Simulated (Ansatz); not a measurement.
# La2PbS4 (I-42d):H_S, thermodynamic levels from a 56-atom cell, part 2 of 2

Wanted: the transition levels of a hydrogen on a lattice site in La2PbS4 (I-42d), from a cell of 56 host atoms with 1 S taken out and 1 H put in.

Ansatz; place-levels on PBEsol runs: charge-transition levels and formation energies with image-charge correction and potential alignment at the atomic sites.

So far: Starting point; What was run first; place-levels, PBEsol.

### Step 3. place-levels, PBEsol (continued)

Levels between the charges placed, in eV above the valence top:

```
        gap (eV)  (+2/+1)  (+1/0)  (0/−1)
PBEsol      2.10    -0.04    1.97    1.79
```

Corrections by state:

```
charge  moment (μB)  image terms and alignment (eV)  band filling (eV)                                  ε used  over the lowest of its charge, as the program ranks them, band filling apart (eV)
    +2          1.0                          -0.179             -0.105  principal values (35.03, 38.65, 38.65)                                                                              0.000
    +1          0.0                          -0.113                  -  principal values (35.03, 38.65, 38.65)                                                                              0.000
     0          1.0                           0.000                  -                                       -                                                                              0.000
    −1          0.0                           0.193                  -  principal values (35.03, 38.65, 38.65)                                                                              0.000
    −1          2.0                           0.181                  -  principal values (35.03, 38.65, 38.65)                                                                              0.325
```

The charged structures listed were also run neutral, and place-levels reads from each pair, by the potential or the spins, how wide the charge is by which they differ; that can be the carrier of either run.

```
charge  rms radius (Å)  spread where it is widest against the cell (Å)  wide from (Å)  reading
    +2             6.1                                            3.55           1.73     wide
    +1             5.3                                            3.22           1.73     wide
    −1             3.1                                            1.94           1.73     wide
```

The neutral runs of these pairs need not share the spin of the lowest neutral state, and very wide values only mean spread over the cell.

From the program's caveats on the states, each cut to its opening words:

- charge +2 (1 μB): it parts from the run at its places by a charge that spreads by about 3.6 Å along one vector (1.7 Å or more is wide), by its potential at epsilon [9.97, 9.97, [...]
- charge +2 (1 μB): a band-filling correction moves a carrier to the host's band edge, which changes its energy by -0.105 eV
- charge +2 (1 μB): the far atoms show a dipole or second moment of the defect's charge, for which the correction takes or leaves out 0.182 eV: further moments aren't read, and [...]
- charge +2 (1 μB): its sublattices stand up to 0.0635 Å off the host's, which by the two runs' forces adds about +0.01 eV to its energy against the host's, and moves the band [...]
- charge +2 (1 μB): its displacements don't fall off away from the defect: farther atoms stand 0.049 Å off the host's places
- charge +2 (1 μB): its moments are held at its close (magnetization.spin_locking), by a field of 0.018 eV a Bohr magneton, and its energy and levels are of the state that this [...]
- charge +1: it parts from the run at its places by a charge that spreads by about 3.2 Å along one vector (1.7 Å or more is wide), by its potential at epsilon [9.97, 9.97, [...]
- charge +1: its displacements don't fall off away from the defect: farther atoms stand 0.038 Å off the host's places
- charge 0 (1 μB): its displacements don't fall off away from the defect: farther atoms stand 0.036 Å off the host's places
- charge −1: it parts from the run at its places by a charge that spreads by about 1.9 Å along one vector (1.7 Å or more is wide), by its potential at epsilon [9.97, 9.97, [...]
- charge −1: its displacements don't fall off away from the defect: farther atoms stand 0.057 Å off the host's places
- charge −1 (2 μB): it parts from the run at its places by a charge that spreads by about 2.6 Å along one vector (1.7 Å or more is wide), by its potential at epsilon [9.97, 9.97, [...]
- charge −1 (2 μB): its displacements don't fall off away from the defect: farther atoms stand 0.04 Å off the host's places
- charge −1 (2 μB): its moments are held at its close (magnetization.spin_locking), by a field of 0.061 eV a Bohr magneton, and its energy and levels are of the state that this [...]

Chemical potentials of the elements' reference phases, run alike. Formation energies (elemental references), with the Fermi level at the valence top and at the conduction bottom (gap 2.10 eV):

```
charge  at valence top (eV)  at conduction bottom (eV)  correction included (eV)
    +2                 1.16                       5.35                     -0.28
    +1                 1.12                       3.21                     -0.11
     0                 3.09                       3.09                      0.00
    −1                 4.87                       2.78                      0.19
```

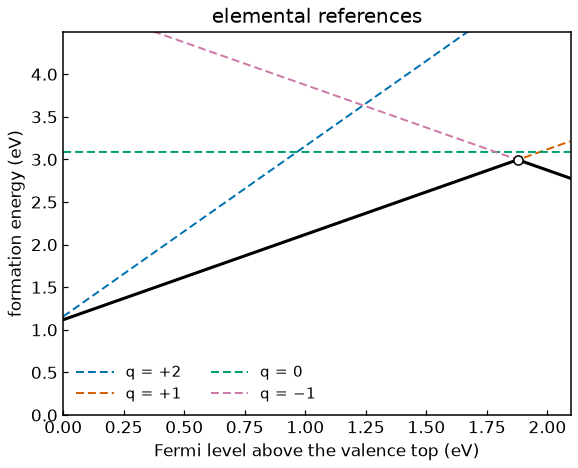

Formation energy against Fermi level; the thick line follows the lowest charge state and circles mark the transition levels.

### Step 4. The same at the relaxations' own k-points

The relaxations' own energies give the levels at their sampling, for comparison.

Contents of levels.relax_mesh.yaml:

```yaml
host:
  run: host.relax.run
  levels_from: { run: edges.relax.run }
states: [qm1.relax.run, q0_M1.relax.run, qp1.relax.run, qp2_M1.relax.run, qm1_M2.relax.run]
chemical_potentials:
  S:
    energy: -884.879081
    dataset: "<sha256 of the dataset>"
  H:
    energy: -15.609288
    dataset: "<sha256 of the dataset>"
```

Launch:

```
$ ansatz place-levels levels.relax_mesh.yaml -- --threads 4 --pin off --max-ram 14131MiB
```

The program printed:

```text
[...]
formation energy of charge +2: +1.162 eV with the Fermi level at the valence edge
formation energy of charge +1: +1.130 eV with the Fermi level at the valence edge
formation energy of charge 0: +3.149 eV with the Fermi level at the valence edge
formation energy of charge -1: +4.961 eV with the Fermi level at the valence edge
  edges by pbesol of host.levels_from (edges.relax.run), its mesh sampled to repeats of 37.56 Å (the valence edge +0.062 eV and the conduction edge -0.160 eV from those of the host's own run), gap 2.096 eV; the host is sampled to repeats of 12.26 Å
[... the lines on each state left out ...]
```

Wall time 0.15 s (4 threads of Arm Neoverse V2, shared host).

Levels between neighbouring charges, in eV above the valence top:

```
                        gap (eV)  (+2/+1)  (+1/0)  (0/−1)
one point at (¼, ¼, ¼)      2.10    -0.03    2.02    1.81
  a 2×2×2 shifted mesh      2.10    -0.04    1.97    1.79
```

Going from one point at (¼, ¼, ¼) to a 2×2×2 shifted mesh moves the levels that carry no band-filling term by up to 0.05 eV and formation energies against the elements by up to 0.09 eV; band-filling terms, which differ between samplings, are in these energies.

### Step 5. Summary of results

```
gap of the host                                                             : 2.10 eV (PBEsol)
level (plus 2/plus 1)                                                       : 0.04 eV below the valence top (-0.14 eV above the valence top without the band-filling term)
level (plus 1/0)                                                            : 1.97 eV above the valence top, not a change between lowest states
level (0/minus 1)                                                           : 1.79 eV above the valence top, not a change between lowest states
level (plus 1/minus 1)                                                      : 1.88 eV above the valence top
lowest of the charges placed, just above the valence top (0.02 eV)          : +1
lowest of the charges placed, just below the conduction bottom (0.02 eV)    : −1
lowest formation energy at mid-gap of the charges run, elemental references : 2.17 eV
```

What this shows: Of the charges placed (−1, 0, +1 and +2), the lowest changes at 1.88 eV (+1/−1) above the valence top, in a gap of 2.10 eV. (+1/−1) passes over charge 0, which lies 0.09 eV above the two there; a lower structure or spin state of it, if missed, would change that. (+1/0) lies 0.13 eV from a band edge, less than the doubt on such levels. Charges below −1 were not placed, so these runs say nothing of levels that involve them. States placed: +2 at 1 μB; +1 at 0 μB; 0 at 1 μB; −1 at 0 μB and 2 μB. Other spin states or structures, where not listed, weren't placed. The program finds carriers beyond a band edge of the host and adds a band-filling term at charge +2 (-0.10 eV); steps to such a charge show no bound level, and a defect level inside a band would be read the same way. At charge −1, 0, +1 and +2 the atom put in ends up to 1.2 Å from its starting place, so the name tells the start alone and the levels can join different sites. H is taken at its element; compounds, which aren't counted here, bound the chemical potentials and would shift these formation energies. Going from one point at (¼, ¼, ¼) to a 2×2×2 shifted mesh moves the levels that carry no band-filling term by up to 0.05 eV and formation energies against the elements by up to 0.09 eV; band-filling terms, which differ between samplings, are in these energies. Limits: PBEsol makes the gap too small and tends to spread out bound carriers; spin–orbit coupling, which can matter with heavy atoms, is left out; force components of up to 0.16 eV/Å remain in a run at the final settings.

[Logs are printed without paths, hosts, clocks, repeated set-up lines and the standing remarks that a program may print on its own settings, such as how far it seeks lower states.]

[Hosts, paths, dates, database ids (printed as entryN), source tags and the programs' standing remarks are cut or masked in the printed files.]

[Where a table of states has a column of steps, it counts the stored structures, which are thinned; the runs took as many ionic steps or more.]

[A defect's name tells the site on which it was built; relaxed atoms can leave that site.]

[For some hosts the program warned that the k-mesh of the response run may be too coarse for force constants and the static dielectric constant; such warnings are not shown here.]
